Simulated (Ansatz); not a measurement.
**Geometry relaxation, with input and output: BSiH6OF (part 2 of 2)**

Continued. System: BSiH6OF. Method: RKS PBE0-D4/6-31G* (Ansatz 0.2.0). It belongs to a series of runs on one base structure; here: end point A relaxed.

Geometry of the input (Å):
```
B  0.0881  0.4473  -0.0083
F  0.0450  0.5384  1.3173
H  1.1509  0.5940  -0.5405
H  -0.9555  0.3289  -0.5865
O  0.1828  -2.0532  0.7136
Si -0.7256  -3.1698  -0.1269
H  0.1229  -4.3671  -0.3566
H  -1.9529  -3.5690  0.6216
H  -1.1333  -2.6304  -1.4521
H  -0.1698  -1.5667  1.4907
```

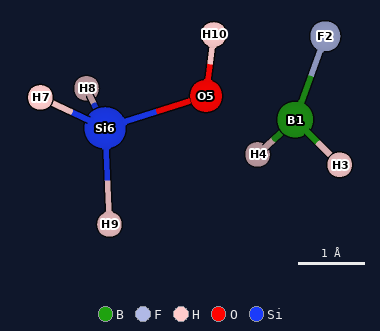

*The geometry at step 22 of the log (ball-and-stick view, seen at a tilt; atoms are numbered from 1 in the order of the input).*

### Trajectory as extended XYZ, continued
```
10
Properties=species:S:1:pos:R:3:forces:R:3 step=10 energy=-13407.40129
B     0.0141    0.0578    0.0928   -0.0523   0.0064  -0.0759
F     0.0017    0.5631    1.3679    0.0100  -0.0247   0.0293
H     1.0471    0.1818   -0.5152    0.0039  -0.0343   0.0045
H    -1.0328    0.1103   -0.5073   -0.0368   0.0171  -0.0212
O     0.0611   -1.6739    0.5283    0.0314  -0.0026   0.0335
Si   -0.7268   -3.0001   -0.1977    0.0109   0.0257  -0.0217
H     0.2068   -4.1544   -0.2052   -0.0121   0.0113   0.0077
H    -1.9432   -3.3426    0.5833    0.0044   0.0262   0.0121
H    -1.0635   -2.5689   -1.5700    0.0308   0.0193   0.0111
H     0.0882   -1.6206    1.4955    0.0100  -0.0446   0.0206
10
Properties=species:S:1:pos:R:3:forces:R:3 step=11 energy=-13407.37294 accepted=F
B    -0.0583    0.0006    0.0785    0.5178   0.1770   0.4472
F     0.0195    0.5345    1.3558   -0.1473  -0.0776  -0.3771
H     0.9557    0.1018   -0.5795   -0.2364   0.0917  -0.0466
H    -1.1416    0.0777   -0.4668    0.0890  -0.1976   0.1275
O     0.1237   -1.6984    0.5580   -0.0387   0.0777   0.0636
Si   -0.7039   -2.9731   -0.2141   -0.0238   0.1715   0.1595
H     0.1665   -4.1799   -0.1615   -0.1226   0.0324  -0.0492
H    -1.9595   -3.1855    0.5692    0.0636  -0.0976  -0.2800
H    -0.8960   -2.4630   -1.5974   -0.0675  -0.2040   0.1672
H     0.1466   -1.6620    1.5301   -0.0340   0.0264  -0.2120
10
Properties=species:S:1:pos:R:3:forces:R:3 step=12 energy=-13407.41083
B    -0.0145    0.0411    0.0962    0.0097   0.0200  -0.0239
F     0.0227    0.5608    1.3658   -0.0100  -0.0387  -0.0150
H     0.9880    0.1774   -0.5608   -0.0332  -0.0106   0.0003
H    -1.0909    0.0698   -0.4564   -0.0047  -0.0035   0.0086
O     0.1039   -1.6829    0.5362    0.0384   0.0202   0.0448
Si   -0.7142   -2.9827   -0.2003   -0.0503  -0.0234  -0.0536
H     0.1686   -4.1768   -0.1588   -0.0176   0.0257   0.0154
H    -1.9760   -3.2613    0.5352    0.0265   0.0238  -0.0082
H    -0.9722   -2.5481   -1.5888    0.0259  -0.0031   0.0175
H     0.1373   -1.6448    1.5040    0.0153  -0.0103   0.0142
10
Properties=species:S:1:pos:R:3:forces:R:3 step=13 energy=-13407.41860
B    -0.0389    0.0226    0.1006    0.0201   0.0182   0.0255
F     0.0374    0.5483    1.3676   -0.0158  -0.0223  -0.0667
H     0.9308    0.1840   -0.6028   -0.0803  -0.0145   0.0343
H    -1.1415    0.0245   -0.4073    0.0495  -0.0100   0.0341
O     0.1449   -1.6900    0.5395    0.0356   0.0070   0.0185
Si   -0.7070   -2.9645   -0.2064   -0.0429  -0.0444  -0.0236
H     0.1280   -4.1924   -0.1073   -0.0504   0.0582  -0.0012
H    -2.0052   -3.1790    0.4918    0.0649   0.0316  -0.0575
H    -0.8857   -2.5357   -1.6114    0.0132  -0.0354   0.0641
H     0.1900   -1.6652    1.5081    0.0060   0.0116  -0.0275
10
Properties=species:S:1:pos:R:3:forces:R:3 step=14 energy=-13407.42547
B    -0.0731   -0.0044    0.1145    0.0850   0.0719  -0.0300
F     0.0537    0.5347    1.3739   -0.0367  -0.0566  -0.1184
H     0.8505    0.1888   -0.6480   -0.1579  -0.0051   0.0962
H    -1.2056   -0.0338   -0.3365    0.1244  -0.0353   0.0765
O     0.2040   -1.6961    0.5336    0.0089  -0.0108   0.0850
Si   -0.6928   -2.9430   -0.2132   -0.1320  -0.0766  -0.0566
H     0.0713   -4.2158   -0.0398   -0.1101   0.1623  -0.0065
H    -2.0420   -3.0563    0.4244    0.2077   0.0177  -0.1028
H    -0.7778   -2.5407   -1.6399    0.0190  -0.0730   0.1580
H     0.2646   -1.6810    1.5033   -0.0083   0.0056  -0.1014
10
Properties=species:S:1:pos:R:3:forces:R:3 step=15 energy=-13407.43051
B    -0.0828   -0.0130    0.1208    0.0109   0.0219   0.0028
F     0.0607    0.5185    1.3819   -0.0244  -0.0344  -0.1308
H     0.8094    0.2185   -0.6688   -0.1554  -0.0444   0.1271
H    -1.2283   -0.0809   -0.2939    0.1276   0.0255   0.0385
O     0.2322   -1.7003    0.5229    0.0713   0.0158   0.0266
Si   -0.6902   -2.9306   -0.2221   -0.1110  -0.1036  -0.0072
H     0.0293   -4.2222    0.0040   -0.1044   0.1759  -0.0356
H    -2.0518   -2.9915    0.3962    0.2015   0.0199  -0.1363
H    -0.7215   -2.5590   -1.6608   -0.0075  -0.0716   0.1928
H     0.2958   -1.6871    1.4921   -0.0086  -0.0050  -0.0779
10
Properties=species:S:1:pos:R:3:forces:R:3 step=16 energy=-13407.44084
B    -0.0995   -0.0439    0.1274    0.0200   0.0786   0.0208
F     0.0117    0.4887    1.3909   -0.0079  -0.0411  -0.0633
H     0.7782    0.2328   -0.6540   -0.0586   0.0117   0.0264
H    -1.2394   -0.1415   -0.2933    0.0710  -0.0414   0.0193
O     0.2954   -1.7063    0.5007   -0.0131   0.0674   0.0084
Si   -0.6875   -2.9034   -0.2224   -0.0592  -0.1373  -0.0340
H    -0.0231   -4.2108    0.0380   -0.0470   0.0689  -0.0218
H    -2.0483   -2.9003    0.3804    0.0859   0.0364  -0.0556
H    -0.6936   -2.5694   -1.6641   -0.0078  -0.0300   0.0816
H     0.3588   -1.6935    1.4687    0.0166  -0.0131   0.0182
10
Properties=species:S:1:pos:R:3:forces:R:3 step=17 energy=-13407.43396 accepted=F
B    -0.1212   -0.0411    0.1571    0.0271  -0.3180  -0.8608
F    -0.0816    0.4398    1.4189   -0.1434   0.2516   0.6627
H     0.7503    0.3282   -0.5856    0.1044   0.0313  -0.0153
H    -1.2135   -0.2235   -0.3605   -0.0397   0.0859   0.2050
O     0.3366   -1.7009    0.4522    0.0973  -0.0592   0.1760
Si   -0.7013   -2.8856   -0.2207   -0.0138   0.0456   0.0817
H    -0.0977   -4.1982    0.1175    0.0156  -0.0366  -0.0040
H    -2.0608   -2.7882    0.3605   -0.0068   0.0110   0.0043
H    -0.6898   -2.6335   -1.6723    0.0113  -0.0061  -0.0473
H     0.5317   -1.7445    1.4052   -0.0519  -0.0054  -0.2021
10
Properties=species:S:1:pos:R:3:forces:R:3 step=18 energy=-13407.44685
B    -0.1089   -0.0505    0.1350   -0.0629  -0.0082  -0.0402
F    -0.0466    0.4590    1.4078    0.0073  -0.0051   0.0135
H     0.7602    0.2907   -0.6282   -0.0112  -0.0142   0.0294
H    -1.2337   -0.2041   -0.3091    0.0413   0.0185   0.0060
O     0.3345   -1.7080    0.4740    0.0309   0.0122   0.0302
Si   -0.6899   -2.8933   -0.2184   -0.0404   0.0141  -0.0267
H    -0.0713   -4.2116    0.0747   -0.0170   0.0056   0.0247
H    -2.0525   -2.8110    0.3630    0.0330  -0.0137   0.0122
H    -0.6838   -2.6055   -1.6653    0.0140  -0.0063  -0.0139
H     0.4448   -1.7133    1.4388    0.0050  -0.0029  -0.0352
10
Properties=species:S:1:pos:R:3:forces:R:3 step=19 energy=-13407.44962
B    -0.1243   -0.0549    0.1444    0.0331  -0.0488  -0.1142
F    -0.1059    0.4185    1.4304   -0.0288   0.0148   0.0536
H     0.7497    0.3370   -0.5886   -0.0184   0.0038   0.0322
H    -1.2300   -0.2352   -0.3382    0.0322   0.0158   0.0386
O     0.3696   -1.7069    0.4374   -0.0141  -0.0042   0.0553
Si   -0.6955   -2.8787   -0.2242    0.0267   0.0103   0.0999
H    -0.1229   -4.2034    0.1290    0.0131  -0.0014  -0.0155
H    -2.0481   -2.7450    0.3664   -0.0080   0.0102  -0.0256
H    -0.6707   -2.6448   -1.6804   -0.0115  -0.0009  -0.0092
H     0.5309   -1.7341    1.3961   -0.0243   0.0003  -0.1152
10
Properties=species:S:1:pos:R:3:forces:R:3 step=20 energy=-13407.45159
B    -0.1274   -0.0580    0.1473    0.0347  -0.0315  -0.0933
F    -0.1540    0.3892    1.4434   -0.0259  -0.0085   0.0243
H     0.7537    0.3741   -0.5540   -0.0147  -0.0121   0.0390
H    -1.2152   -0.2534   -0.3682    0.0199   0.0205   0.0327
O     0.3890   -1.7060    0.4128   -0.0286  -0.0124   0.0820
Si   -0.7014   -2.8739   -0.2186    0.0535   0.0315   0.0559
H    -0.1424   -4.2003    0.1529    0.0037   0.0110  -0.0037
H    -2.0503   -2.7080    0.3709   -0.0007   0.0014  -0.0054
H    -0.6815   -2.6697   -1.6800   -0.0121  -0.0023   0.0003
H     0.5823   -1.7416    1.3657   -0.0297   0.0023  -0.1319
10
Properties=species:S:1:pos:R:3:forces:R:3 step=21 energy=-13407.44960 accepted=F
B    -0.1313   -0.0605    0.1500    0.0392   0.0673   0.1343
F    -0.3024    0.2999    1.4758    0.0442  -0.1414  -0.4320
H     0.7928    0.4698   -0.4382   -0.2174  -0.1303   0.1699
H    -1.1616   -0.2793   -0.4782    0.1431   0.0903   0.1045
O     0.4289   -1.6991    0.3433   -0.0138  -0.0293   0.3353
Si   -0.7188   -2.8653   -0.2031    0.0897   0.1149  -0.0047
H    -0.1781   -4.1884    0.2117   -0.0046   0.0405   0.0037
H    -2.0491   -2.6352    0.4095    0.0462  -0.0092   0.0068
H    -0.7409   -2.7327   -1.6764    0.0003  -0.0101   0.0703
H     0.7132   -1.7567    1.2779   -0.1270   0.0074  -0.3881
10
Properties=species:S:1:pos:R:3:forces:R:3 step=22 energy=-13407.45268
B    -0.1155   -0.0393    0.1462   -0.1515  -0.0494  -0.0180
F    -0.1951    0.3750    1.4534    0.0379  -0.0400  -0.0145
H     0.8000    0.3949   -0.5007    0.0466   0.0338  -0.0094
H    -1.1865   -0.2063   -0.4097    0.0280   0.0234  -0.0141
O     0.3677   -1.6989    0.3838   -0.0197  -0.0085  -0.0735
Si   -0.7102   -2.8944   -0.2086    0.0051   0.0884  -0.0586
H    -0.1189   -4.2057    0.1607    0.0021  -0.0021   0.0156
H    -2.0544   -2.7417    0.3947    0.0009  -0.0010   0.0247
H    -0.7269   -2.6970   -1.6712   -0.0035  -0.0253  -0.0033
H     0.5925   -1.7341    1.3239    0.0542  -0.0193   0.1511
10
Properties=species:S:1:pos:R:3:forces:R:3 step=23 energy=-13407.45663
B    -0.1225   -0.0478    0.1445   -0.0215   0.0462   0.0822
F    -0.2704    0.3182    1.4640    0.0222  -0.0430  -0.1207
H     0.8116    0.4438   -0.4431   -0.0566  -0.0495   0.0464
H    -1.1639   -0.2148   -0.4676    0.0647  -0.0237   0.0113
O     0.3951   -1.6986    0.3533   -0.0236   0.0065   0.0312
Si   -0.7171   -2.8837   -0.2031    0.0212   0.0694  -0.0221
H    -0.1407   -4.1955    0.1902   -0.0082   0.0013   0.0138
H    -2.0485   -2.6922    0.4191    0.0203  -0.0047   0.0064
H    -0.7518   -2.7302   -1.6718   -0.0004  -0.0046   0.0229
H     0.6609   -1.7466    1.2867   -0.0181   0.0020  -0.0713
10
Properties=species:S:1:pos:R:3:forces:R:3 step=24 energy=-13407.45723
B    -0.1302   -0.0530    0.1477    0.0479  -0.0199   0.1557
F    -0.3441    0.2673    1.4749    0.0313  -0.0625  -0.3190
H     0.8207    0.4781   -0.3847   -0.1692  -0.0474   0.0869
H    -1.1362   -0.2509   -0.5169    0.0790   0.0824   0.0505
O     0.4210   -1.6935    0.3179    0.0323  -0.0032   0.1861
Si   -0.7226   -2.8680   -0.2014    0.0138   0.0474   0.0399
H    -0.1679   -4.1811    0.2236    0.0028   0.0179  -0.0154
H    -2.0386   -2.6420    0.4432    0.0284   0.0024  -0.0278
H    -0.7735   -2.7520   -1.6742   -0.0028  -0.0050   0.0500
H     0.7241   -1.7524    1.2423   -0.0636  -0.0122  -0.2068
10
Properties=species:S:1:pos:R:3:forces:R:3 step=25 energy=-13407.46050
B    -0.1291   -0.0612    0.1455   -0.0083   0.0730   0.1544
F    -0.3735    0.2474    1.4691    0.0408  -0.0755  -0.2485
H     0.8191    0.4920   -0.3619   -0.0792  -0.0680   0.0581
H    -1.1218   -0.2412   -0.5417    0.0675  -0.0105   0.0425
O     0.4306   -1.6969    0.3098   -0.0060   0.0593   0.0912
Si   -0.7238   -2.8663   -0.1941   -0.0033   0.0231  -0.0046
H    -0.1704   -4.1809    0.2270   -0.0034   0.0169  -0.0004
H    -2.0346   -2.6290    0.4554    0.0258  -0.0014  -0.0074
H    -0.7863   -2.7550   -1.6659    0.0002  -0.0063   0.0320
H     0.7425   -1.7565    1.2292   -0.0341  -0.0106  -0.1173
10
Properties=species:S:1:pos:R:3:forces:R:3 step=26 energy=-13407.46401
B    -0.1338   -0.0637    0.1494    0.0197   0.0148   0.0706
F    -0.4271    0.2236    1.4616   -0.0076   0.0188  -0.0486
H     0.8244    0.5013   -0.3178   -0.0190  -0.0018   0.0261
H    -1.0964   -0.2418   -0.5757    0.0040  -0.0138  -0.0005
O     0.4271   -1.6832    0.2969   -0.0121  -0.1105  -0.0922
Si   -0.7289   -2.8601   -0.1869   -0.0177   0.0706  -0.0289
H    -0.1765   -4.1701    0.2472    0.0191   0.0116   0.0067
H    -2.0315   -2.6093    0.4691   -0.0082  -0.0073   0.0031
H    -0.8013   -2.7648   -1.6586   -0.0053  -0.0215   0.0131
H     0.7967   -1.7794    1.1871    0.0272   0.0389   0.0506
10
Properties=species:S:1:pos:R:3:forces:R:3 step=27 energy=-13407.46744
B    -0.1347   -0.0703    0.1544   -0.0253   0.0331   0.0431
F    -0.5012    0.1818    1.4564    0.0180  -0.0148  -0.0857
H     0.8318    0.5297   -0.2508   -0.0305  -0.0204   0.0348
H    -1.0575   -0.2492   -0.6240    0.0178   0.0120   0.0191
O     0.4400   -1.6784    0.2667    0.0485  -0.0778   0.0479
Si   -0.7391   -2.8482   -0.1798    0.0002   0.0292  -0.0260
H    -0.1833   -4.1503    0.2733    0.0062  -0.0012   0.0134
H    -2.0284   -2.5759    0.4923   -0.0061   0.0005  -0.0009
H    -0.8312   -2.7926   -1.6522   -0.0109  -0.0025   0.0108
H     0.8565   -1.7941    1.1361   -0.0178   0.0419  -0.0566
10
Properties=species:S:1:pos:R:3:forces:R:3 step=28 energy=-13407.46694 accepted=F
B    -0.1401   -0.0805    0.1580   -0.0536   0.0961   0.1009
F    -0.6072    0.1095    1.4446    0.1014  -0.0538  -0.2868
H     0.8413    0.5627   -0.1501   -0.1446  -0.0808   0.0586
H    -1.0057   -0.2463   -0.6955    0.1025   0.0410   0.1242
O     0.4615   -1.6722    0.2223    0.1253  -0.0727   0.2238
Si   -0.7479   -2.8342   -0.1688   -0.0081   0.0006   0.0033
H    -0.1954   -4.1262    0.3180   -0.0005  -0.0028  -0.0055
H    -2.0182   -2.5255    0.5235    0.0109   0.0045  -0.0098
H    -0.8762   -2.8255   -1.6404    0.0070   0.0002   0.0260
H     0.9406   -1.8093    1.0606   -0.1403   0.0678  -0.2345
10
Properties=species:S:1:pos:R:3:forces:R:3 step=29 energy=-13407.46977
B    -0.1388   -0.0752    0.1561    0.0111   0.0101  -0.0538
F    -0.5466    0.1366    1.4492   -0.0149  -0.0076   0.0337
H     0.8305    0.5474   -0.2006    0.0004  -0.0060   0.0094
H    -1.0345   -0.2452   -0.6534    0.0034  -0.0022   0.0034
O     0.4595   -1.6815    0.2391   -0.0177   0.0095  -0.0020
Si   -0.7415   -2.8420   -0.1753    0.0238   0.0032   0.0121
H    -0.1937   -4.1411    0.2970   -0.0066  -0.0039   0.0042
H    -2.0204   -2.5430    0.5053   -0.0003   0.0012  -0.0006
H    -0.8506   -2.8131   -1.6468   -0.0041   0.0042  -0.0007
H     0.8889   -1.7904    1.1017    0.0048  -0.0083  -0.0057
10
Properties=species:S:1:pos:R:3:forces:R:3 step=30 energy=-13407.47069
B    -0.1426   -0.0780    0.1575   -0.0185   0.0048   0.0128
F    -0.6127    0.0836    1.4402    0.0318  -0.0146  -0.0773
H     0.8327    0.5725   -0.1334   -0.0362  -0.0365   0.0199
H    -0.9993   -0.2387   -0.6966    0.0218   0.0229   0.0297
O     0.4743   -1.6785    0.2065   -0.0017   0.0229   0.0436
Si   -0.7457   -2.8357   -0.1660    0.0163   0.0007   0.0100
H    -0.2069   -4.1314    0.3273   -0.0012   0.0091   0.0006
H    -2.0122   -2.5074    0.5241    0.0106  -0.0012  -0.0035
H    -0.8759   -2.8376   -1.6366    0.0010   0.0028   0.0062
H     0.9410   -1.7962    1.0493   -0.0239  -0.0108  -0.0419
10
Properties=species:S:1:pos:R:3:forces:R:3 step=31 energy=-13407.47095
B    -0.1442   -0.0783    0.1564    0.0234   0.0379   0.0190
F    -0.6180    0.0821    1.4368    0.0041  -0.0087  -0.0285
H     0.8379    0.5646   -0.1250   -0.0250  -0.0063   0.0030
H    -0.9993   -0.2222   -0.7016    0.0295  -0.0205   0.0232
O     0.4705   -1.6764    0.2048   -0.0321  -0.0093  -0.0003
Si   -0.7462   -2.8374   -0.1652    0.0198  -0.0032   0.0155
H    -0.2019   -4.1291    0.3318   -0.0032   0.0005  -0.0057
H    -2.0118   -2.5117    0.5270    0.0034   0.0022  -0.0055
H    -0.8782   -2.8407   -1.6357   -0.0001  -0.0002   0.0070
H     0.9438   -1.7983    1.0429   -0.0198   0.0076  -0.0276
10
Properties=species:S:1:pos:R:3:forces:R:3 step=32 energy=-13407.47113
B    -0.1422   -0.0725    0.1593   -0.0441   0.0028  -0.0340
F    -0.6230    0.0805    1.4368    0.0039  -0.0019   0.0035
H     0.8424    0.5679   -0.1130    0.0116   0.0004   0.0039
H    -0.9918   -0.2107   -0.7046    0.0206  -0.0004   0.0203
O     0.4621   -1.6754    0.1979    0.0504   0.0427   0.0190
Si   -0.7466   -2.8419   -0.1631   -0.0504  -0.0329  -0.0199
H    -0.1990   -4.1301    0.3379    0.0022   0.0003   0.0015
H    -2.0138   -2.5153    0.5257    0.0021  -0.0017   0.0016
H    -0.8817   -2.8526   -1.6333    0.0006  -0.0014   0.0025
H     0.9463   -1.7973    1.0288    0.0030  -0.0078   0.0015
10
Properties=species:S:1:pos:R:3:forces:R:3 step=33 energy=-13407.47126
B    -0.1431   -0.0731    0.1582   -0.0010  -0.0093  -0.0062
F    -0.6268    0.0774    1.4351   -0.0026   0.0058  -0.0005
H     0.8425    0.5681   -0.1101   -0.0054   0.0048  -0.0001
H    -0.9894   -0.2147   -0.7071    0.0053   0.0068   0.0059
O     0.4651   -1.6745    0.1977    0.0072   0.0018   0.0010
Si   -0.7476   -2.8404   -0.1633   -0.0012  -0.0056   0.0034
H    -0.1996   -4.1287    0.3374   -0.0006  -0.0002  -0.0011
H    -2.0129   -2.5134    0.5287    0.0009   0.0009  -0.0016
H    -0.8841   -2.8511   -1.6333    0.0000   0.0008   0.0020
H     0.9486   -1.7971    1.0290   -0.0024  -0.0058  -0.0027
```

### Results in brief

| quantity | value |
| --- | --- |
| outcome | converged |
| total energy | −13407.4713 eV |
| mean-field energy | −13407.3355 eV |
| largest force (length of the vector) at the end | 0.011 eV/Å |
| hardware | 1 thread of Intel Xeon (Sapphire Rapids), 16 GiB of memory available, shared host |
| wall time | 63 s |
| peak memory | 0.16 GiB |
